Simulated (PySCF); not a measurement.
**C7H7NSi: density, localisation and related maps**

```xyz
16

C    -1.2890   -1.3488    0.0929
C    -0.8933   -0.0403   -0.5740
Si   -1.8171    1.5850   -0.0532
C    -0.0155    1.7877    0.4749
C     0.3658    0.5794    0.0094
C     1.6115   -0.0366    0.0284
C     2.6786   -0.6198    0.0165
C     3.8808   -1.2475    0.0192
N     4.9007   -1.7816    0.0214
H    -2.2373   -1.7044   -0.3044
H    -1.3956   -1.2126    1.1677
H    -0.5350   -2.1169   -0.0794
H    -0.7856   -0.2064   -1.6491
H    -2.8039    1.4219    1.0100
H    -2.2912    2.4320   -1.1438
H     0.6186    2.5179    0.9522
```

Geometry: GFN2-xTB.

The calculation used CAM-B3LYP/def2-SVPD, SCF density, gas phase in PySCF 2.14.0.

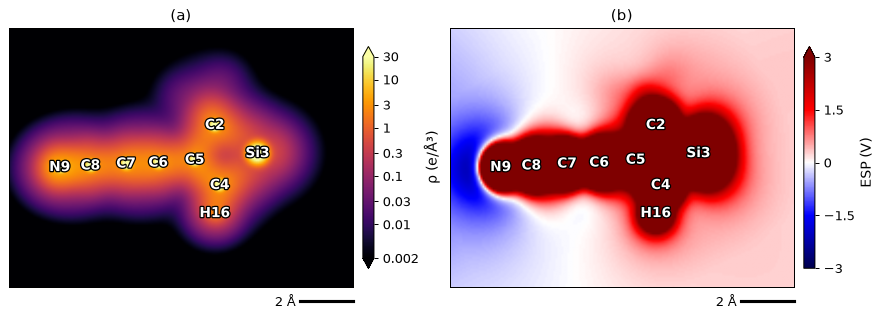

Figure 1. (a) total electron density; (b) electrostatic potential on the plane of atoms C5, C4 and H16.

What does the map show?

Atoms in the plane: C, Si, N and H.
C–N (1.15 Å): the density is about 3.5 e/Å³ at the midpoint.
C–C (1.22 Å): ρ is about 2.6 e/Å³ halfway.
C–Si (1.89 Å): the density is about 0.9 e/Å³ at the midpoint.
C–H (1.08 Å): ρ is about 2 e/Å³ halfway.
C–C (1.35 Å): ρ at the midpoint is about 2.2 e/Å³.
Outside the dense part of the molecule the potential is most negative (−2.0 V) near N9.

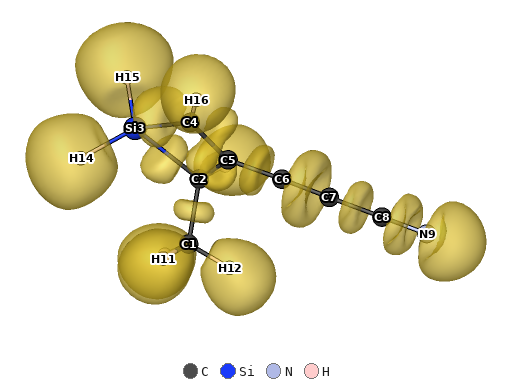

Figure 2. Isosurface of the electron localisation function at 0.8 (yellow), seen at a tilt. Only the valence region is drawn (cores and ρ < 0.01 e/Å³ removed).

Where are the electrons localised?

The surface consists of six regions between bonded C–C atoms (shared pairs), one region between bonded C–N atoms (shared pairs), two regions between bonded C–Si atoms (shared pairs), seven regions around hydrogen nuclei and one lobe on N, pointing away from the bonds (lone pairs). Profiles from the grid: C–N (1.15 Å): the ELF peaks at about 0.85 between the atoms (a short, multiple covalent bond). C–C (1.22 Å): the ELF peaks at about 0.85 between the atoms: a multiple bond.

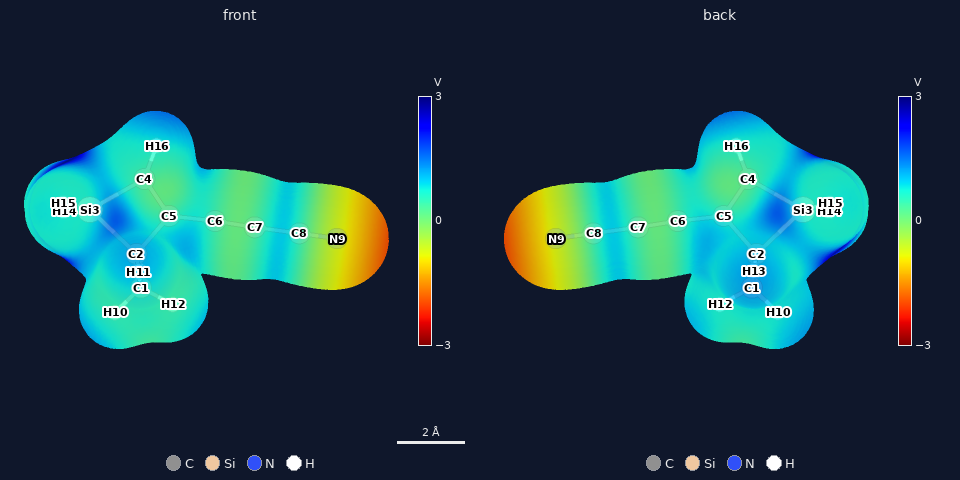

Figure 3. The molecular electrostatic potential painted on the density surface at 0.004 e/bohr³, seen from the front and from behind; red is negative and blue positive.

Describe the electrostatic potential map.

The most negative region (about −1.9 V) lies over N9, the most positive (about +2.8 V) over Si3. N9 is the likeliest acceptor of a hydrogen bond.
